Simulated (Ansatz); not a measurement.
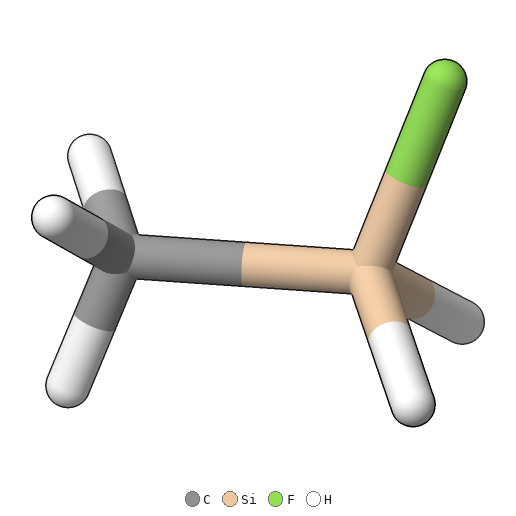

Stick drawing of a structure.

The computed structure is the end point of a PBE0-D4/def2-TZVP optimisation.

Question: What is the molecular formula?

Answer: CH₅FSi, 8 atoms: 1 carbon, 5 hydrogen, 1 fluorine and 1 silicon.

Question: Name functional groups in it.

Answer: Among them: Si–H bond.

Question: Describe its rings.

Answer: It has no ring.

Question: What is its SMILES?

Answer: C[SiH2]F

Question: Which point group does it belong to?

Answer: Cs.

The parts below concern this one geometry. Atoms keep their numbers from picture to picture.

**Shape**

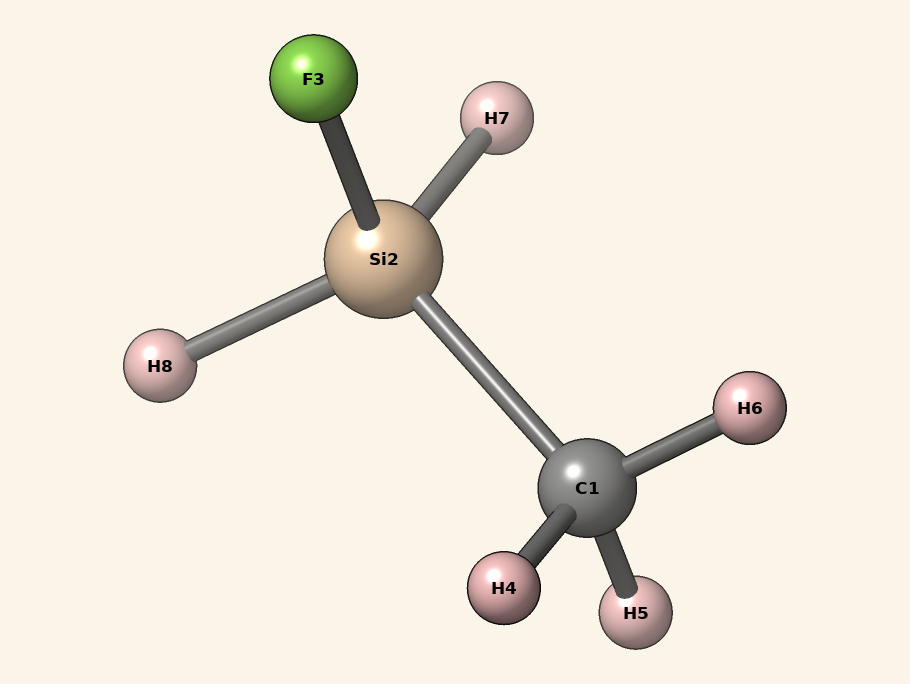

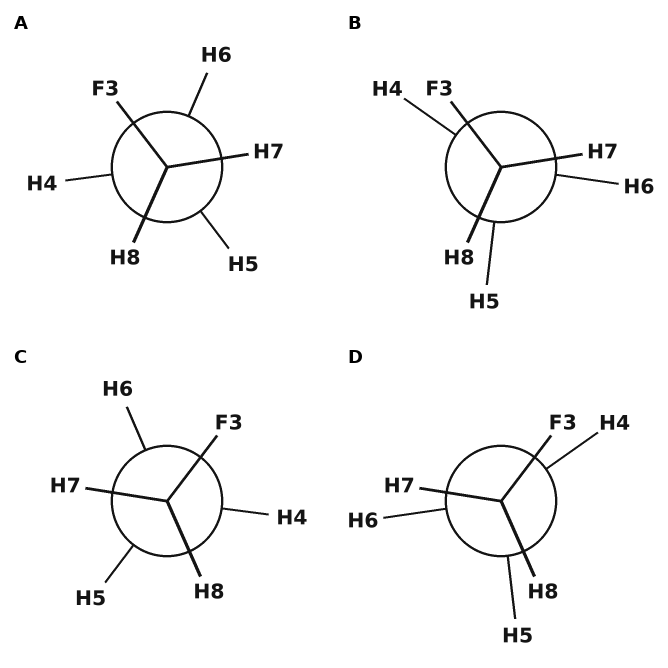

Atoms fade into the background with distance from the viewer. Bonds that would overlap in a projection are set slightly apart.

Question: Which Newman projection shows the view along Si2–C1, with Si2 in front?

Answer: C. The torsion angle F3–Si2–C1–H4 is 60°, synclinal (gauche).

**Dipole moment**

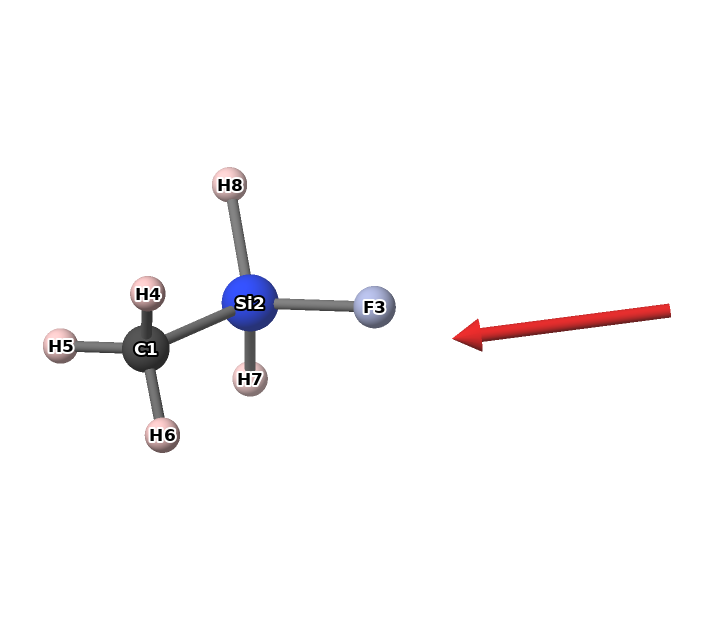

The arrow beside the molecule shows the direction of the dipole moment, from the negative to the positive end (its length means nothing). Properties computed with RKS PBE0-D4/def2-TZVP (Ansatz 0.2.0).

Question: How large is the dipole moment?

Answer: 1.74 D; it points from the side of F3 to the side of H5 (the outermost atoms at the two ends).

**Thermal motion**

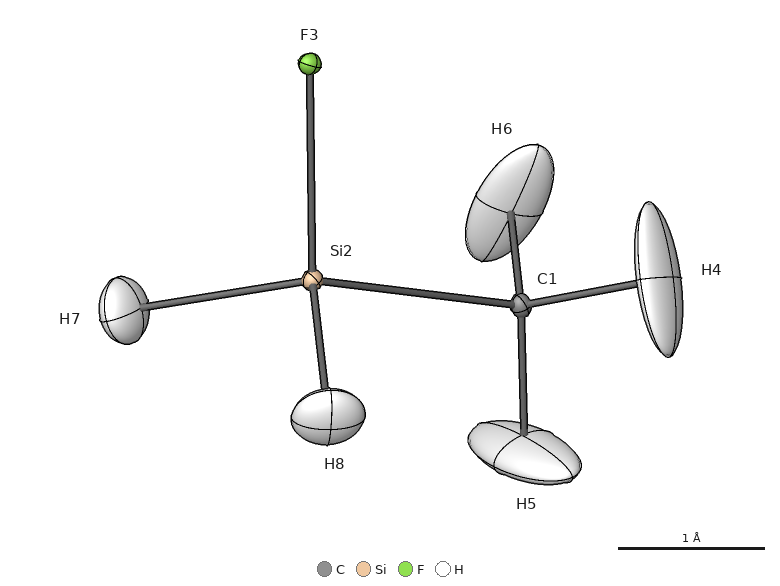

Displacement ellipsoids at the 50 % level, from the internal vibrations of the free molecule (harmonic, no overall translation or rotation; no half-axis is drawn under 0.075 Å). Vibrations computed with RKS PBE0-D4/def2-TZVP (Ansatz 0.2.0). Temperature: 400 K.

Give the displacement parameters, one line for each set of equivalent atoms.

```tsv
atom	U_eq (Å²)	rms amplitudes (Å)
C1	0.0016	0.021, 0.032, 0.058
Si2	0.00085	0.019, 0.026, 0.039
F3	0.0017	0.025, 0.032, 0.058
H4, H6	0.0505	0.074, 0.160, 0.347
H5	0.0563	0.087, 0.168, 0.365
H7, H8	0.0193	0.090, 0.151, 0.165
```

**Electronic properties**

Method: RKS BLYP-D4/def2-TZVPP (Ansatz 0.2.0).

Question: Give the HOMO energy (Kohn–Sham orbital) at this level.

Answer: −7.73 eV.

Question: What is the HOMO–LUMO gap?

Answer: 7.44 eV.

Question: What is the dispersion correction?

Answer: −23.9 kJ/mol.
